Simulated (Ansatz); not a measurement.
# P2H2 (phosphanylidenephosphane): levels of theory compared

We compute a comparison of 6 runs (UHF/STO-3G, BLYP/STO-3G, HSE06/STO-3G, r2SCAN0/STO-3G, BCCD(T)/STO-3G, UCCSD(T)/STO-3G) of P2H2 (phosphanylidenephosphane). 

The calculation is run with Ansatz 0.2.0.

34 further runs of the same task are left out: 34 set aside as unsound or not needed.

### 1 The molecule

P2H2: 4 atoms, total charge 0, spin state singlet. As SMILES, `P=P`. The H4–P2 distance was set to 2.806 Å, away from the relaxed value. At this shape a bond of the SMILES string is far longer than usual.

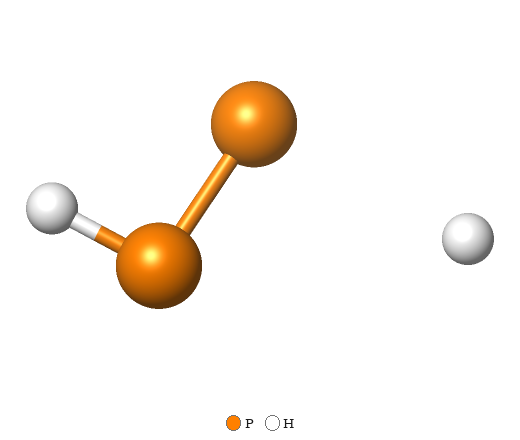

Viewed from a chosen angle; phosphorus orange, hydrogen white.

### 2 The energy at UHF/STO-3G (run 1)

molecule.yaml reads:

```yaml
crystal:
  periodic: [false, false, false]
  atoms:
    - {symbol: P, position_ang: [1.037332, -1.067748, 1.003476]}
    - {symbol: P, position_ang: [1.086122, 0.939422, 0.826866]}
    - {symbol: H, position_ang: [2.098962, -1.131688, 1.918446]}
    - {symbol: H, position_ang: [-1.037310, 1.067660, -1.003410]}
basis:
  gaussian:
    orbitals: STO-3G
magnetization:
  spin_polarized: true
hamiltonian:
  xc: hf
accuracy: high
```

Started as:

```sh
$ ansatz run molecule.yaml --threads 1 --pin off --max-ram 2610MiB --events-out events.jsonl --progress --plain --runs-dir runs
```

Standard output:

```text
Warning: RAYON_NUM_THREADS=1 ignored (pool sized by the plan → 1); use --threads N
Functional definition: HF
  name "HF"
  exchange = exact_x
  correlation = 0
342 factors; integrals over basis functions are off by at most 4.4e-9 eV
mean field evaluation 1: about -18354.9407 eV, gradient 1.0e1 eV
mean field evaluation 2: about -18354.9538 eV, gradient 1.0e1 eV
mean field evaluation 4: about -18358.0765 eV, gradient 2.3e0 eV
mean field evaluation 8: about -18358.1615 eV, gradient 9.9e-3 eV
mean field evaluation 16: about -18358.4360 eV, gradient 1.6e0 eV
mean field evaluation 32: about -18362.3561 eV, gradient 1.5e0 eV
mean field evaluation 64: about -18362.4073 eV, gradient 3.5e-7 eV
mean field evaluation 96: about -18360.4229 eV, gradient 9.2e-1 eV
mean field evaluation 128: about -18350.4232 eV, gradient 1.2e1 eV
mean field -18363.13234765 eV, -674.8326667980 hartree, gradient 2.5e-8 eV, S^2 1.712947; 7 other end points of the search recorded, 0 dependent functions left out
reference -18363.13234765 eV, -674.8326667980 hartree; 16, 16 occupied and 4, 4 virtual orbitals, 342 factors
Total energy: -18363.13234765 eV, -674.8326667980 hartree
```

It took 0.37 s on 1 thread of Arm Neoverse V2, shared host.

### 3 The energy at BLYP/STO-3G (run 2)

molecule.yaml: that of step 2 with these lines changed.

```diff
@@ -8,8 +8,4 @@
 basis:
-  gaussian:
-    orbitals: STO-3G
-magnetization:
-  spin_polarized: true
-hamiltonian:
-  xc: hf
+  gaussian: {orbitals: STO-3G}
+hamiltonian: {xc: {name: BLYP}}
 accuracy: high
```

Started as:

```sh
$ ansatz run molecule.yaml --threads 1 --pin off --max-ram 2610MiB --events-out events.jsonl --progress --plain --runs-dir runs
```

Standard output:

```text
Warning: RAYON_NUM_THREADS=1 ignored (pool sized by the plan → 1); use --threads N
Functional definition: BLYP
  name "BLYP"
  parameter beta = 0.0042
  parameter a = 0.04918
  parameter b = 0.132
  parameter c = 0.2533
  parameter d = 0.349
  exchange = b88_x(beta = beta)
  correlation = lyp_c(a = a, b = b, c = c, d = d)
342 factors; integrals over basis functions are off by at most 4.4e-9 eV
mean field evaluation 1: about -18385.0416 eV, gradient 2.0e1 eV
mean field evaluation 2: about -18368.7447 eV, gradient 4.5e1 eV
mean field evaluation 4: about -18384.7172 eV, gradient 2.2e1 eV
mean field evaluation 8: about -18391.7732 eV, gradient 9.5e-4 eV
mean field -18391.77319208 eV, -675.8851984172 hartree, gradient 1.4e-8 eV, S^2 0.000000; 0 other end points of the search recorded, 0 dependent functions left out
reference -18391.77322833 eV, -675.8851997495 hartree; 16, 16 occupied and 4, 4 virtual orbitals, 342 factors
Total energy: -18391.77322833 eV, -675.8851997495 hartree
```

Run time: 0.89 s. Hardware: 1 thread of Arm Neoverse V2, shared host.

Runs 3 to 5 aren't shown in full; the table further down has their settings and results.

### 4 A single-point energy at UCCSD(T)/STO-3G (run 6)

run.yaml reads:

```yaml
crystal:
  periodic: [false, false, false]
  atoms:
    - {symbol: P, position_ang: [1.037332, -1.067748, 1.003476]}
    - {symbol: P, position_ang: [1.086122, 0.939422, 0.826866]}
    - {symbol: H, position_ang: [2.098962, -1.131688, 1.918446]}
    - {symbol: H, position_ang: [-1.037310, 1.067660, -1.003410]}
basis:
  gaussian: {orbitals: STO-3G}
magnetization: {spin_polarized: true}
correlation: {method: ccsd_t, frozen_orbitals: {H: 0, P: 5}}
accuracy: high
scf: {omitted_lower_state_checks: [cluster_reference, increment]}
```

Started as:

```sh
$ ansatz run run.yaml --threads 1 --pin off --max-ram 2610MiB --events-out events.jsonl --progress --plain --runs-dir runs
```

Standard output:

```text
Warning: RAYON_NUM_THREADS=1 ignored (pool sized by the plan → 1); use --threads N
[... 15 lines left out ...]
10 core orbitals not correlated: weight in the atoms' cores, before any rotation towards them, 1.000 or more for the frozen orbitals, at most 0.000 for the correlated occupied ones
[... 47 lines left out ...]
Total energy: -18365.21603856 eV, -674.9092410267 hartree
Checks for a lower state left out: cluster_reference, increment
```

Run time: 0.51 s. Hardware: 1 thread of Arm Neoverse V2, shared host.

### 5 Overview of the runs

```
run            level  frozen core orbitals  energy (Eh)  wall time
  1       UHF/STO-3G                     –  -674.832667     0.37 s
  2      BLYP/STO-3G                     –  -675.885200     0.89 s
  3     HSE06/STO-3G                     –  -675.659363      1.1 s
  4   r2SCAN0/STO-3G                     –  -675.881279      2.6 s
  5   BCCD(T)/STO-3G                    10  -674.916411     0.24 s
  6  UCCSD(T)/STO-3G                    10  -674.909241     0.51 s
```

### 6 What came out

| quantity | value |
| --- | --- |
| run 6: total energy | -674.90924 Eh |
| run 6: correlation energy (10 core orbitals frozen) | -76.6 mEh |
| run 6: (T) correction | -1.20 mEh |
| run 6: ⟨S²⟩ of the reference determinant | 1.713 |
| run 6: T1 diagnostic | 0.083 |

**Reading.** Below the UHF energy at the same shape and in the same basis (STO-3G): BCCD(T) -83.7 mEh; UCCSD(T) -76.6 mEh. Some of these start from another determinant than that one, so these aren't their correlation energies. Totals of different functionals can't be ranked against each other. In run 5 the log says that unrestricted orbitals would lower the reference, so the values rest on an unstable closed-shell determinant (other closed-shell runs at this shape may share the fault). In runs 1, 2, 3, 4, 5, 6 the basis is minimal, so the values are rough. In runs 2, 3, 4 a closed-shell determinant meets a far-stretched bond, which it describes badly. Spin contamination of the reference: run 1 ⟨S²⟩ = 1.71, run 6 ⟨S²⟩ = 1.71. Where it is this large, the reference is a mixture of spin states, and values that rest on it are in doubt. All runs together took 5.8 s, the longest 2.6 s.
